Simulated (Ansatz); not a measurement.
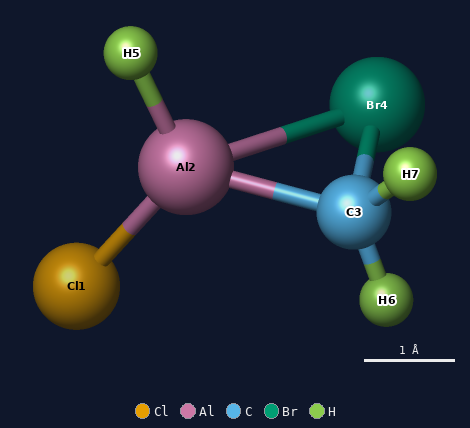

Figure 1. The input geometry (ball-and-stick view, seen at a tilt; atoms are numbered from 1 in the order of the input). Sticks mark near contacts. Bond lengths as drawn: Al–Br 2.63 Å, Al–C 1.95 Å, Al–Cl 2.10 Å, Al–H 1.57 Å, Br–C 2.01 Å and C–H 1.09 Å.

# CH$_{3}$AlBrCl: molecular dynamics (part 1 of 2)

System: CH$_{3}$AlBrCl.
Method: RKS revPBE-d3bjatm/def2-SVP (Ansatz 0.2.0).

The geometry comes from this level: PBE0-D4/def2-TZVP. Figures and captions count atoms from 1; the log counts them from 0 in places.

**Input file**
```yaml
crystal:
  periodic: [false, false, false]
  atoms:
    - {symbol: Cl, position_ang: [-2.603596, 0.099444, 0.496103]}
    - {symbol: Al, position_ang: [-0.730853, 0.605971, -0.308349]}
    - {symbol: C, position_ang: [0.827919, -0.251827, 0.483140]}
    - {symbol: Br, position_ang: [0.610521, -1.529263, -1.053973]}
    - {symbol: H, position_ang: [-0.611536, 1.712272, -1.415853]}
    - {symbol: H, position_ang: [0.739797, -0.862055, 1.377931]}
    - {symbol: H, position_ang: [1.828948, 0.157358, 0.375300]}
basis:
  gaussian: {orbitals: def2-SVP}
hamiltonian: {xc: {name: revPBE}, dispersion: d3bjatm}
md: {timestep: 0.5 fs, n_steps: 50, ensemble: nvt_langevin, temperature: 700, initial_velocities: maxwell_boltzmann, friction: 0.01, seed: 409}
```

Machine: 2 threads of Arm Neoverse V1, 23 GiB of memory available, shared host.

Launch command:
```bash
ansatz run in.yaml --threads 2 --pin off --events-out ev --progress --plain --max-ram 4352MiB
```

**Output**
```
Functional definition: revPBE
  name "revPBE"
  cite "Zhang & Yang, Phys. Rev. Lett. 80, 890 (1998) doi:10.1103/PhysRevLett.80.890"
  cite "Perdew, Burke & Ernzerhof, Phys. Rev. Lett. 77, 3865 (1996) doi:10.1103/PhysRevLett.77.3865"
  parameter kappa = 1.245
  parameter beta = 0.06672455060314922
  exchange = pbe_x(kappa = kappa, mu = beta*pi^2/3)
  correlation = pbe_c(beta = beta)
1065 factors; their error is unknown
mean field evaluation 1: about -90220.9028 eV, gradient 5.4e1 eV
mean field evaluation 2: about -90205.9864 eV, gradient 8.3e1 eV
mean field evaluation 4: about -90228.3039 eV, gradient 4.8e0 eV
mean field evaluation 8: about -90228.3663 eV, gradient 5.2e-2 eV
mean field evaluation 16: about -90228.2761 eV, gradient 5.5e-5 eV
mean field -90228.27611150 eV, -3315.8279881756 hartree, gradient 5.5e-5 eV, S^2 0.000000; 0 other end points of the search recorded, 0 dependent functions left out
the calculation of the forces begins
reference -90228.27615688 eV, -3315.8279898433 hartree; 37, 37 occupied and 60, 60 virtual orbitals, 1065 factors
md step     0: t =     0.00 fs  T =   600.0 K  F+E_penalty+E_count = -90228.68968821 eV  E_kin = 0.542892 eV  (25 SCF iters)
these checks for a lower state are left out or cut short: starts, cluster_reference, orbital_swaps, neighbouring_geometries, increment
1065 factors; their error is unknown
mean field -90228.27882740 eV, -3315.8280879829 hartree, gradient 1.9e-5 eV, S^2 0.000000; 0 other end points of the search recorded, 0 dependent functions left out
the calculation of the forces begins
reference -90228.27887277 eV, -3315.8280896502 hartree; 37, 37 occupied and 60, 60 virtual orbitals, 1065 factors
md step     1: t =     0.50 fs  T =   595.3 K  F+E_penalty+E_count = -90228.69228406 eV  E_kin = 0.538660 eV  (27 SCF iters, 3 dispersion substeps)
[... from here on the SCF iterations and repeated set-up lines of each step are left out, up to the last step ...]
md step     2: t =     1.00 fs  T =   546.6 K  F+E_penalty+E_count = -90228.68525076 eV  E_kin = 0.494534 eV  (27 SCF iters, 3 dispersion substeps)
md step     3: t =     1.50 fs  T =   514.7 K  F+E_penalty+E_count = -90228.67076366 eV  E_kin = 0.465703 eV  (29 SCF iters, 3 dispersion substeps)
md step     4: t =     2.00 fs  T =   485.5 K  F+E_penalty+E_count = -90228.65051722 eV  E_kin = 0.439262 eV  (29 SCF iters, 3 dispersion substeps)
md step     5: t =     2.50 fs  T =   465.6 K  F+E_penalty+E_count = -90228.62485866 eV  E_kin = 0.421276 eV  (29 SCF iters, 3 dispersion substeps)
md step     6: t =     3.00 fs  T =   460.0 K  F+E_penalty+E_count = -90228.59714101 eV  E_kin = 0.416186 eV  (28 SCF iters, 3 dispersion substeps)
md step     7: t =     3.50 fs  T =   441.6 K  F+E_penalty+E_count = -90228.57309963 eV  E_kin = 0.399576 eV  (29 SCF iters, 3 dispersion substeps)
md step     8: t =     4.00 fs  T =   462.8 K  F+E_penalty+E_count = -90228.55406671 eV  E_kin = 0.418752 eV  (28 SCF iters, 3 dispersion substeps)
md step     9: t =     4.50 fs  T =   438.3 K  F+E_penalty+E_count = -90228.54106035 eV  E_kin = 0.396589 eV  (29 SCF iters, 3 dispersion substeps)
md step    10: t =     5.00 fs  T =   412.2 K  F+E_penalty+E_count = -90228.53678719 eV  E_kin = 0.372936 eV  (28 SCF iters, 3 dispersion substeps)
md step    11: t =     5.50 fs  T =   434.4 K  F+E_penalty+E_count = -90228.54259470 eV  E_kin = 0.393029 eV  (29 SCF iters, 3 dispersion substeps)
md step    12: t =     6.00 fs  T =   454.2 K  F+E_penalty+E_count = -90228.55398073 eV  E_kin = 0.411012 eV  (29 SCF iters, 3 dispersion substeps)
md step    13: t =     6.50 fs  T =   493.5 K  F+E_penalty+E_count = -90228.56364988 eV  E_kin = 0.446533 eV  (29 SCF iters, 3 dispersion substeps)
md step    14: t =     7.00 fs  T =   491.4 K  F+E_penalty+E_count = -90228.56701745 eV  E_kin = 0.444613 eV  (29 SCF iters, 3 dispersion substeps)
md step    15: t =     7.50 fs  T =   507.0 K  F+E_penalty+E_count = -90228.56096111 eV  E_kin = 0.458752 eV  (30 SCF iters, 3 dispersion substeps)
md step    16: t =     8.00 fs  T =   461.4 K  F+E_penalty+E_count = -90228.54755139 eV  E_kin = 0.417457 eV  (29 SCF iters, 3 dispersion substeps)
md step    17: t =     8.50 fs  T =   465.1 K  F+E_penalty+E_count = -90228.52955722 eV  E_kin = 0.420857 eV  (27 SCF iters, 3 dispersion substeps)
md step    18: t =     9.00 fs  T =   462.0 K  F+E_penalty+E_count = -90228.51182792 eV  E_kin = 0.418037 eV  (29 SCF iters, 3 dispersion substeps)
md step    19: t =     9.50 fs  T =   459.5 K  F+E_penalty+E_count = -90228.50252560 eV  E_kin = 0.415755 eV  (29 SCF iters, 3 dispersion substeps)
md step    20: t =    10.00 fs  T =   463.1 K  F+E_penalty+E_count = -90228.50629962 eV  E_kin = 0.418980 eV  (29 SCF iters, 3 dispersion substeps)
md step    21: t =    10.50 fs  T =   490.7 K  F+E_penalty+E_count = -90228.52288659 eV  E_kin = 0.443979 eV  (29 SCF iters, 3 dispersion substeps)
md step    22: t =    11.00 fs  T =   540.1 K  F+E_penalty+E_count = -90228.54757568 eV  E_kin = 0.488711 eV  (29 SCF iters, 3 dispersion substeps)
md step    23: t =    11.50 fs  T =   585.7 K  F+E_penalty+E_count = -90228.57302466 eV  E_kin = 0.529937 eV  (29 SCF iters, 3 dispersion substeps)
md step    24: t =    12.00 fs  T =   562.1 K  F+E_penalty+E_count = -90228.59545499 eV  E_kin = 0.508590 eV  (30 SCF iters, 3 dispersion substeps)
md step    25: t =    12.50 fs  T =   564.2 K  F+E_penalty+E_count = -90228.61291254 eV  E_kin = 0.510503 eV  (30 SCF iters, 3 dispersion substeps)
md step    26: t =    13.00 fs  T =   578.6 K  F+E_penalty+E_count = -90228.62410391 eV  E_kin = 0.523561 eV  (29 SCF iters, 3 dispersion substeps)
md step    27: t =    13.50 fs  T =   589.4 K  F+E_penalty+E_count = -90228.62752577 eV  E_kin = 0.533301 eV  (29 SCF iters, 3 dispersion substeps)
md step    28: t =    14.00 fs  T =   559.8 K  F+E_penalty+E_count = -90228.62641373 eV  E_kin = 0.506557 eV  (30 SCF iters, 3 dispersion substeps)
md step    29: t =    14.50 fs  T =   549.0 K  F+E_penalty+E_count = -90228.62428980 eV  E_kin = 0.496735 eV  (29 SCF iters, 3 dispersion substeps)
md step    30: t =    15.00 fs  T =   500.1 K  F+E_penalty+E_count = -90228.62032083 eV  E_kin = 0.452476 eV  (29 SCF iters, 3 dispersion substeps)
md step    31: t =    15.50 fs  T =   510.7 K  F+E_penalty+E_count = -90228.61677380 eV  E_kin = 0.462059 eV  (29 SCF iters, 3 dispersion substeps)
md step    32: t =    16.00 fs  T =   447.3 K  F+E_penalty+E_count = -90228.61728028 eV  E_kin = 0.404698 eV  (30 SCF iters, 3 dispersion substeps)
md step    33: t =    16.50 fs  T =   399.7 K  F+E_penalty+E_count = -90228.62250499 eV  E_kin = 0.361649 eV  (28 SCF iters)
md step    34: t =    17.00 fs  T =   440.0 K  F+E_penalty+E_count = -90228.63081801 eV  E_kin = 0.398104 eV  (29 SCF iters)
md step    35: t =    17.50 fs  T =   469.4 K  F+E_penalty+E_count = -90228.64229656 eV  E_kin = 0.424703 eV  (30 SCF iters)
md step    36: t =    18.00 fs  T =   461.5 K  F+E_penalty+E_count = -90228.65350823 eV  E_kin = 0.417592 eV  (28 SCF iters)
md step    37: t =    18.50 fs  T =   439.0 K  F+E_penalty+E_count = -90228.65995016 eV  E_kin = 0.397192 eV  (30 SCF iters)
md step    38: t =    19.00 fs  T =   446.1 K  F+E_penalty+E_count = -90228.65853619 eV  E_kin = 0.403657 eV  (29 SCF iters)
md step    39: t =    19.50 fs  T =   416.9 K  F+E_penalty+E_count = -90228.64848600 eV  E_kin = 0.377183 eV  (29 SCF iters)
md step    40: t =    20.00 fs  T =   416.7 K  F+E_penalty+E_count = -90228.63212652 eV  E_kin = 0.377080 eV  (29 SCF iters)
md step    41: t =    20.50 fs  T =   402.7 K  F+E_penalty+E_count = -90228.61211937 eV  E_kin = 0.364389 eV  (29 SCF iters)
md step    42: t =    21.00 fs  T =   376.6 K  F+E_penalty+E_count = -90228.59377425 eV  E_kin = 0.340739 eV  (29 SCF iters)
md step    43: t =    21.50 fs  T =   380.6 K  F+E_penalty+E_count = -90228.58057412 eV  E_kin = 0.344361 eV  (30 SCF iters)
md step    44: t =    22.00 fs  T =   351.7 K  F+E_penalty+E_count = -90228.57610837 eV  E_kin = 0.318221 eV  (30 SCF iters)
md step    45: t =    22.50 fs  T =   354.8 K  F+E_penalty+E_count = -90228.58094314 eV  E_kin = 0.321006 eV  (29 SCF iters)
md step    46: t =    23.00 fs  T =   366.8 K  F+E_penalty+E_count = -90228.59067569 eV  E_kin = 0.331860 eV  (29 SCF iters)
md step    47: t =    23.50 fs  T =   346.3 K  F+E_penalty+E_count = -90228.60100764 eV  E_kin = 0.313344 eV  (29 SCF iters)
md step    48: t =    24.00 fs  T =   356.1 K  F+E_penalty+E_count = -90228.60710536 eV  E_kin = 0.322242 eV  (30 SCF iters)
md step    49: t =    24.50 fs  T =   312.2 K  F+E_penalty+E_count = -90228.60575323 eV  E_kin = 0.282490 eV  (29 SCF iters)
these checks for a lower state are left out or cut short: starts, cluster_reference, orbital_swaps, neighbouring_geometries, increment
1065 factors; their error is unknown
mean field -90228.20234907 eV, -3315.8252774561 hartree, gradient 2.0e-5 eV, S^2 0.000000; 0 other end points of the search recorded, 0 dependent functions left out
the calculation of the forces begins
reference -90228.20239525 eV, -3315.8252791532 hartree; 37, 37 occupied and 60, 60 virtual orbitals, 1065 factors
1065 factors; their error is unknown
mean field evaluation 416: about -90228.2929 eV, gradient 2.0e-1 eV
mean field -90228.20234907 eV, -3315.8252774560 hartree, gradient 1.9e-5 eV, S^2 0.000000; 1 other end points of the search recorded, 0 dependent functions left out
the calculation of the forces begins
reference -90228.20239525 eV, -3315.8252791532 hartree; 37, 37 occupied and 60, 60 virtual orbitals, 1065 factors
md step    50: t =    25.00 fs  T =   339.9 K  F+E_penalty+E_count = -90228.59689231 eV  E_kin = 0.307527 eV  (27 SCF iters)
```

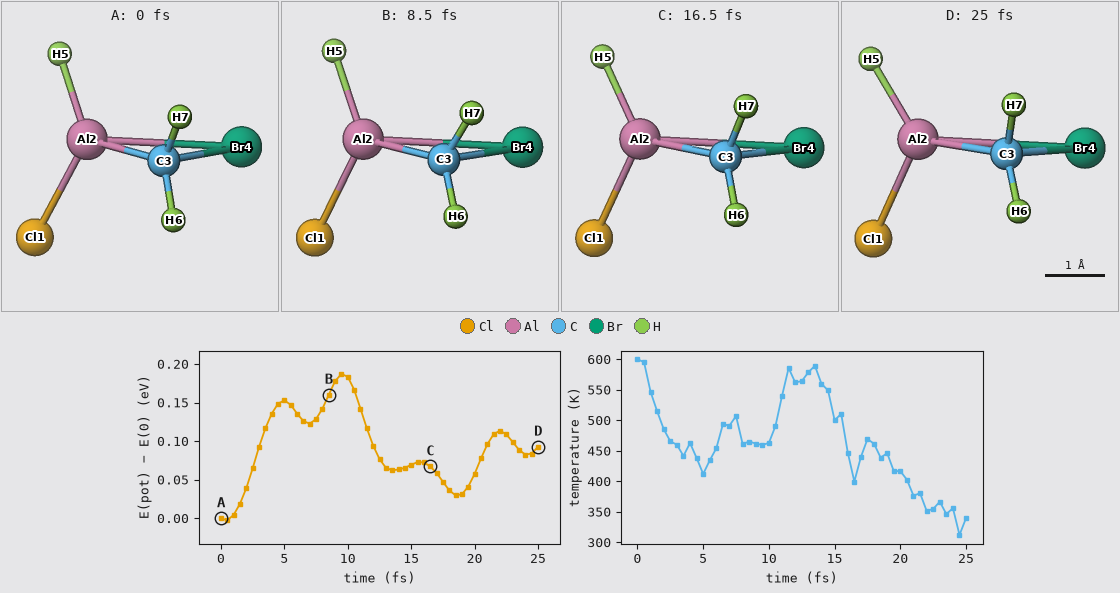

Figure 2. Frames of the molecular dynamics (ball-and-stick, seen at a tilt) above the curves, on which the letters mark them. The trajectory kept here has 51 frames over 25 fs. The temperature starts at 600 K, ranges from 312 to 600 K and averages 438 K over the second half. The potential energy ends 0.093 eV above its first value. After an unweighted best fit of the last frame on the first, the root-mean-square displacement is 0.18 Å, and Br4 has moved furthest (0.29 Å).

```
Total energy: -90228.59693850 eV, -3315.8397783501 hartree
Atom 0 at    -2.691186     0.085538     0.428448 Å, force     0.417638     0.067144    -0.062823 eV/Å
Atom 1 at    -0.766316     0.760288    -0.276312 Å, force    -0.055285    -0.277795     0.291605 eV/Å
Atom 2 at     0.928964    -0.102191     0.408906 Å, force    -0.470491     0.471503     0.093375 eV/Å
Atom 3 at     0.678174    -1.601935    -0.949912 Å, force     0.235157     0.441790     0.039797 eV/Å
Atom 4 at    -0.829375     2.031740    -1.252051 Å, force     0.174521    -0.231998     0.047700 eV/Å
Atom 5 at     0.968545    -0.620489     1.391109 Å, force    -0.074788     0.143393    -0.162180 eV/Å
Atom 6 at     1.867422     0.492254     0.244045 Å, force    -0.226752    -0.614037    -0.247472 eV/Å
Dipole moment:     0.470724     0.111948     0.119571 e Å
```

**Trajectory as extended XYZ (Å, eV, eV/Å), 28 of the 51 frames kept, from step=0 to step=50**
```
7
Properties=species:S:1:pos:R:3:forces:R:3 step=0 time_fs=0.0 energy=-90228.68969 temperature=600.0
Cl   -2.6036    0.0994    0.4961   -0.4558  -0.1122   0.1834
Al   -0.7309    0.6060   -0.3083    0.0652   0.2331  -0.1238
C     0.8279   -0.2518    0.4831   -0.1784   0.1516  -0.0684
Br    0.6105   -1.5293   -1.0540    0.0151  -0.3648  -0.3599
H    -0.6115    1.7123   -1.4159    0.0097   0.1563  -0.1583
H     0.7398   -0.8621    1.3779   -0.0464  -0.3246   0.5525
H     1.8289    0.1574    0.3753    0.5906   0.2607  -0.0255
7
Properties=species:S:1:pos:R:3:forces:R:3 step=2 time_fs=1.0 energy=-90228.68525 temperature=546.6
Cl   -2.6075    0.0976    0.4922   -0.4281  -0.1012   0.1713
Al   -0.7345    0.6128   -0.3090    0.0977   0.0429   0.0367
C     0.8269   -0.2459    0.4832    0.6900   0.3233  -0.2306
Br    0.6128   -1.5317   -1.0510   -0.1208  -0.4190  -0.3994
H    -0.6048    1.7112   -1.4028    0.0125   0.3031  -0.3044
H     0.7582   -0.8616    1.3814    0.0166  -0.2000   0.4402
H     1.8575    0.1415    0.3148   -0.2680   0.0509   0.2863
7
Properties=species:S:1:pos:R:3:forces:R:3 step=4 time_fs=2.0 energy=-90228.65052 temperature=485.5
Cl   -2.6105    0.0957    0.4886   -0.4173  -0.0973   0.1682
Al   -0.7386    0.6193   -0.3095    0.1591  -0.0789   0.1290
C     0.8272   -0.2398    0.4824    1.3160   0.2538  -0.1866
Br    0.6152   -1.5346   -1.0478   -0.2415  -0.4700  -0.4345
H    -0.6019    1.7158   -1.3932    0.0124   0.3863  -0.3886
H     0.7694   -0.8626    1.3916    0.0908   0.0633   0.1043
H     1.8824    0.1250    0.2618   -0.9194  -0.0571   0.6082
7
Properties=species:S:1:pos:R:3:forces:R:3 step=6 time_fs=3.0 energy=-90228.59714 temperature=460.0
Cl   -2.6130    0.0938    0.4858   -0.4004  -0.0893   0.1620
Al   -0.7418    0.6258   -0.3096    0.2041  -0.1593   0.1774
C     0.8279   -0.2329    0.4814    1.7312   0.0126   0.0015
Br    0.6174   -1.5379   -1.0444   -0.3476  -0.5128  -0.4559
H    -0.5980    1.7206   -1.3887    0.0074   0.4268  -0.4278
H     0.7833   -0.8637    1.4071    0.1368   0.3853  -0.3432
H     1.9000    0.1084    0.2147   -1.3315  -0.0633   0.8860
7
Properties=species:S:1:pos:R:3:forces:R:3 step=7 time_fs=3.5 energy=-90228.57310 temperature=441.6
Cl   -2.6139    0.0927    0.4845   -0.3946  -0.0859   0.1600
Al   -0.7434    0.6292   -0.3092    0.2322  -0.1583   0.1611
C     0.8287   -0.2293    0.4808    1.8448  -0.1079   0.0825
Br    0.6187   -1.5395   -1.0426   -0.3934  -0.5307  -0.4623
H    -0.5971    1.7260   -1.3890    0.0010   0.4034  -0.4043
H     0.7922   -0.8626    1.4145    0.1409   0.5117  -0.5272
H     1.9046    0.1010    0.1943   -1.4309  -0.0322   0.9901
7
Properties=species:S:1:pos:R:3:forces:R:3 step=9 time_fs=4.5 energy=-90228.54106 temperature=438.3
Cl   -2.6153    0.0896    0.4824   -0.3868  -0.0799   0.1591
Al   -0.7465    0.6364   -0.3079    0.3117  -0.1278   0.0950
C     0.8320   -0.2227    0.4801    1.8869  -0.3057   0.1748
Br    0.6217   -1.5425   -1.0385   -0.4735  -0.5613  -0.4715
H    -0.5984    1.7373   -1.3948   -0.0140   0.3144  -0.3130
H     0.8135   -0.8583    1.4250    0.1134   0.6695  -0.7613
H     1.9073    0.0846    0.1618   -1.4379   0.0908   1.1169
```
